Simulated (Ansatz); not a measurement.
The calculation's input:

```
crystal:
  periodic: [false, false, false]
  atoms:
    - { symbol: B, position_ang: [0.110992, -0.000771, 0.063411] }
    - { symbol: H, position_ang: [0.300562, -0.464269, 1.134043] }
    - { symbol: H, position_ang: [1.132724, 0.465076, -0.305557] }
    - { symbol: "N", position_ang: [-1.09233, -0.001362, -0.631723] }
    - { symbol: H, position_ang: [-1.948516, -0.414213, -0.265221] }
    - { symbol: H, position_ang: [-1.205332, 0.415539, -1.554853] }
basis:
  gaussian: { orbitals: def2-SVPD }
hamiltonian:
  xc: pbe
  dispersion: d4
relax:
  f_tol: 0.03
  max_steps: 50
output:
  orbitals: {}
```

Run with:

```sh
ansatz run input.yaml --threads 1 --pin off --max-ram 2048MiB --backend cpu --events-out ev --progress --plain --runs-dir out
```

The fields are those of the run's last geometry, not of the input's.

These are results of RKS PBE-D4/def2-SVPD in Ansatz 0.2.0, not measurements.

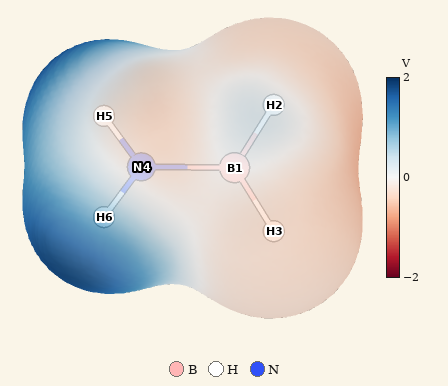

BH$_{4}$N. The molecular electrostatic potential painted on the density surface at 0.002 e/bohr³, seen at a tilt; red is negative and blue positive.

> Describe the electrostatic potential map.

The most negative region (about −0.6 V) lies over H2, the most positive (about +1.9 V) over H5 and H6.
